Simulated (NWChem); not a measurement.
**One shape, several levels: S2 (sulfur dimer)**

We compute a comparison of 6 runs (UHF/STO-3G, UHF/3-21G, UB3LYP/6-31G*, UM06-2X/aug-cc-pVDZ, U-r2SCAN/def2-TZVP, UCCSD(T)/6-311G**) of S2 (sulfur dimer). 

Program for the calculation: NWChem 7.3.0.

## 1. The system as given

S2: 2 atoms, total charge 0, spin state triplet. SMILES: `S=S`. The bond length is the measured one.

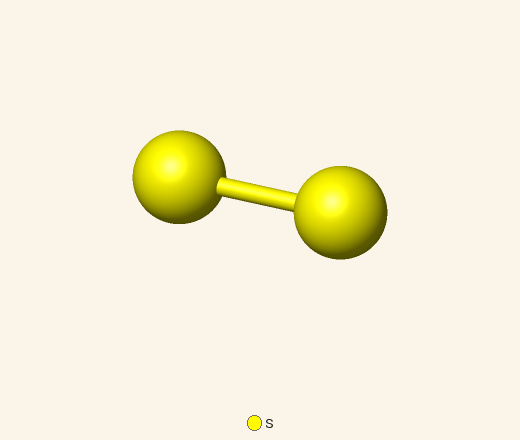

The structure, seen from a chosen angle (sulfur yellow).

## 2. Energy and forces at UHF/STO-3G (run 1)

s2.nw reads:

```
start s2
memory stack 880 mb heap 220 mb global 1100 mb
geometry units angstroms noautosym nocenter noautoz
S        0.000000       0.000000       0.000000
S        0.000000       0.000000       1.889200
end
basis spherical bse
* library STO-3G
end
scf
triplet
uhf
thresh 1e-08
maxiter 80
end
task scf gradient
```

Run with:

```sh
$ nwchem s2.nw > s2.out
```

The log of the run:

```text
[...]
  functions       =    18
[...]
  wavefunction    = UHF
[...]
         Total SCF energy =   -786.319728365569
      One electron energy =  -1237.746047489180
      Two electron energy =    379.719048456703
 Nuclear repulsion energy =     71.707270666908
                       Sz =      1.0000
                 Sz(Sz+1) =      2.0000
                      S^2 =      2.0032
[...]
                         UHF ENERGY GRADIENTS
    atom               coordinates                        gradient
                 x          y          z           x          y          z
   1 S       0.000000   0.000000   0.000000   -0.000000   0.000000   0.001025
   2 S       0.000000   0.000000   3.570070    0.000000  -0.000000  -0.001025
[...]
```

Wall time 0.71 s (1 thread of Intel Xeon 6975P-C (Granite Rapids), shared host); peak memory 0.099 GiB.

## 3. Energy and gradient at UHF/3-21G (run 2)

s2.xyz reads:

```xyz
2

S      0.000000     0.000000     0.000000
S      0.000000     0.000000     1.889200
```

run.py reads:

```python
from ase.io import read
from ase.calculators.nwchem import NWChem

molecule = read('s2.xyz')

calc = NWChem(
    label='s2',
    theory='scf',
    memory='2200 mb',
    basis='3-21G',
    basispar='spherical bse',
    scf={'nopen': '2', 'uhf': None, 'thresh': '1e-08', 'maxiter': '80', 'print': 'low'},
)
molecule.calc = calc

forces = molecule.get_forces()
print(f"energy = {molecule.get_potential_energy():.6f} eV")
print("forces (eV/A):")
for s, f in zip(molecule.symbols, forces):
    print(f"{s:2s} {f[0]:10.5f} {f[1]:10.5f} {f[2]:10.5f}")
```

Run with:

```sh
$ export ASE_NWCHEM_COMMAND="nwchem PREFIX.nwi > PREFIX.nwo"
$ python run.py
```

The log of the run:

```text
energy = -21526.743860 eV
forces (eV/A):
S    -0.00000   -0.00000   -4.28156
S     0.00000    0.00000    4.28156
```

The calculator wrote s2.nwi:

```
title "s2"

permanent_dir s2

scratch_dir s2

start s2

geometry units angstrom nocenter noautosym noautoz
  S  0.0000000000000000e+00 0.0000000000000000e+00 0.0000000000000000e+00
  S  0.0000000000000000e+00 0.0000000000000000e+00 1.8892000000000000e+00
end

memory 2200 mb

basis spherical bse noprint
   * library 3-21G
end

scf
  nopen 2
  uhf
  thresh 1e-08
  maxiter 80
  print low
end

task scf gradient
```

s2.nwo:

```text
Northwest Computational Chemistry Package (NWChem) 7.3.0
             --------------------------------------------------------

           Job information
           ---------------

    nwchem branch   = 7.3.0
    use scalapack   = T
    input           = s2.nwi
    prefix          = s2.
    data base       = s2/s2.db
    status          = startup
    nproc           =        1

           Memory information
           ------------------

[... 5 lines left out ...]
    hardfail = no
[... 77 lines left out ...]
       Final UHF  results
[... 3 lines left out ...]
      One electron energy =  -1236.815775159281
[... 1 line left out ...]
 Nuclear repulsion energy =     71.707270666908
[... 1 line left out ...]
                       Sz =      1.0000
                 Sz(Sz+1) =      2.0000
                      S^2 =      2.0161

        Time for solution =      0.2s

                              NWChem Gradients Module
                              -----------------------

                         UHF ENERGY GRADIENTS

    atom               coordinates                        gradient
                 x          y          z           x          y          z
   1 S       0.000000   0.000000   0.000000    0.000000   0.000000   0.083263
   2 S       0.000000   0.000000   3.570070   -0.000000  -0.000000  -0.083263

 Task  times  cpu:        0.2s     wall:        0.2s
 Total times  cpu:        0.3s     wall:        0.3s
```

Run time: 1.3 s. Hardware: 1 thread of Intel Xeon 6975P-C (Granite Rapids), shared host; peak memory 0.099 GiB.

Runs 3 to 5 aren't shown in full; the table further down has their settings and results.

## 4. A single-point energy at UCCSD(T)/6-311G(d,p) (run 6)

nw.nw reads:

```
start nw
memory 2200 mb

geometry noautosym nocenter noautoz
  S        0.000000       0.000000       0.000000
  S        0.000000       0.000000       1.889200
end

basis spherical bse
  * library 6-311G**
end

scf
  nopen 2
  uhf
  thresh 1e-08
  maxiter 80
  print medium
end

tce
  scf
  ccsd(t)
  freeze core 10
  maxiter 60
end

task tce energy
```

Run with:

```sh
$ nwchem nw.nw > nw.out
```

The log of the run:

```text
[...]
  functions       =    52
[...]
  wavefunction    = UHF
[...]
         Total SCF energy =   -795.058220782122
      One electron energy =  -1241.527089996945
      Two electron energy =    374.761598547915
 Nuclear repulsion energy =     71.707270666908
                       Sz =      1.0000
                 Sz(Sz+1) =      2.0000
                      S^2 =      2.0302
[...]
         Wavefunction type : Unrestricted Hartree-Fock
          No. of electrons :    32
[...]
         Spin multiplicity : triplet
[...]
 CCSD total energy / hartree       =      -795.314599046113017
[...]
 CCSD[T] total energy / hartree       =      -795.325791494058649
[...]
 CCSD(T) total energy / hartree       =      -795.325327509700060
[...]
```

Run time: 8.1 s. Hardware: 1 thread of Intel Xeon 6975P-C (Granite Rapids), shared host; peak memory 0.24 GiB.

## 5. All runs side by side

| run | level | iteration cap | module | energy (Eh) | dipole moment (D) | HOMO energy (eV) | LUMO energy (eV) | wall time |
| --- | --- | --- | --- | --- | --- | --- | --- | --- |
| 1 | UHF/STO-3G | 80 | scf | -786.319728 | 0.00 | -6.65 | 5.05 | 0.71 s |
| 2 | UHF/3-21G | 80 | scf | -791.093252 | – | – | – | 1.3 s |
| 3 | UB3LYP/6-31G* (spherical functions) | 100 | dft | -796.356105 | 0.00 | – | – | 3.9 s |
| 4 | UM06-2X/aug-cc-pVDZ | 100 | dft | -796.331152 | 0.00 | -8.11 | -2.85 | 17 s |
| 5 | U-r2SCAN/def2-TZVP | 100 | dft | -796.344044 | 0.00 | -6.13 | -4.24 | 14 s |
| 6 | UCCSD(T)/6-311G** | 80 | tce | -795.325328 | – | -10.41 | -0.12 | 8.1 s |

## 6. What came out

| quantity | value |
| --- | --- |
| run 6: total energy | -795.32533 Eh |
| run 6: HOMO energy (Hartree–Fock orbitals) (highest over α and β) | -10.41 eV |
| run 6: LUMO energy (Hartree–Fock orbitals) (lowest over α and β) | -0.12 eV |
| run 6: correlation energy (10 core orbitals frozen) | -267.1 mEh |
| run 6: (T) correction | -10.73 mEh |
| run 6: ⟨S²⟩ of the reference determinant | 2.030 |

Totals of different functionals can't be ranked against each other. In run 1 the basis is minimal, so the values are rough. All runs together took 45 s, the longest 17 s.
